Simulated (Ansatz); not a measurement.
# ClF$_{5}$Mo···Cl (doublet): what the fields show

```xyz
8

Mo    0.0000    0.0000    0.0322
Cl    0.0000    0.0000    2.3415
F     1.8452    0.0000    0.0049
F     0.0000    1.8452    0.0049
F    -1.8452    0.0000    0.0049
F     0.0000   -1.8452    0.0049
F     0.0000    0.0000   -1.8155
Cl    0.0000    0.0000    5.1122
```

Core potentials replace the inner electrons of Mo.

Method: Ansatz 0.2.0, UKS PBE/def2-SVP.

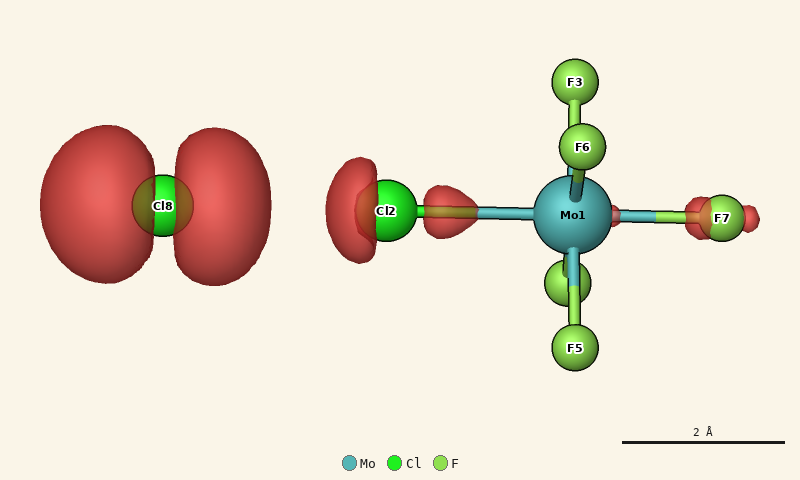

Figure 1. Isosurfaces of the spin density at +0.03 (red) and −0.03 e/Å³ (blue), seen at a tilt.

> Where is the unpaired spin?

The unpaired spin (1 electron) lies mostly on Cl8 (about 0.9) and Cl2 (about 0.1), in electrons by Hirshfeld's partition. Only one sign reaches the isovalue.

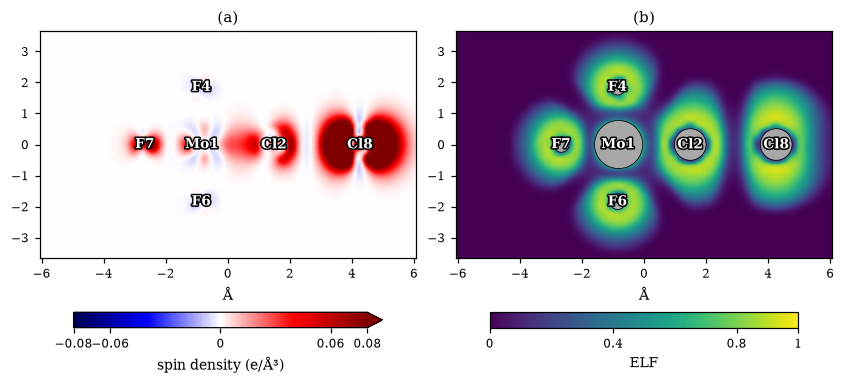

Figure 2. (a) spin density (α minus β); (b) electron localisation function on the plane of atoms F4, Mo1 and F7. Grey discs cover the atomic cores in the ELF map.

> Describe what can be read from this map.

The plane passes through Mo, Cl and F nuclei. Cl2···Cl8 (2.77 Å): the ELF dips to about 0.15 between them. Mo–F (1.85 Å): the ELF peaks at about 0.80 in the valence shell of F, 0.5 Å from its nucleus, and drops to about 0.25 between the two atoms. Mo–Cl (2.31 Å): the ELF peaks at about 0.85 in the valence shell of Cl, 0.8 Å from its nucleus, and is about 0.30 at the midpoint.

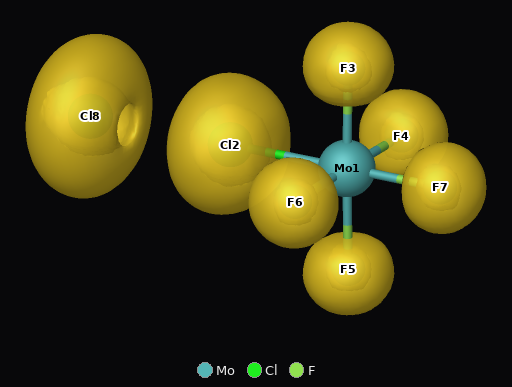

Figure 3. Isosurface of the electron localisation function at 0.75 (yellow), seen at an oblique angle. Only the valence region is drawn (cores and ρ < 0.01 e/Å³ removed).

> Where are the electrons localised?

At this value the surface marks out two regions wrapped around Cl (the valence shell of each) and five regions wrapped around F (the valence shell of each).

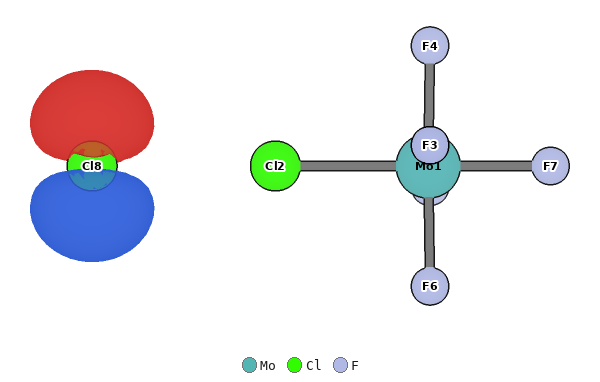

Figure 4. The HOMO (β) at ±0.2 Å⁻³ᐟ² (red and blue are the two phases), seen from one side.

> What is the character of this orbital?

It lies mainly on Cl8 (about 95 %); largely a lone pair of Cl8. It is one of a degenerate set, so its orientation is arbitrary. Its energy is −7.48 eV.
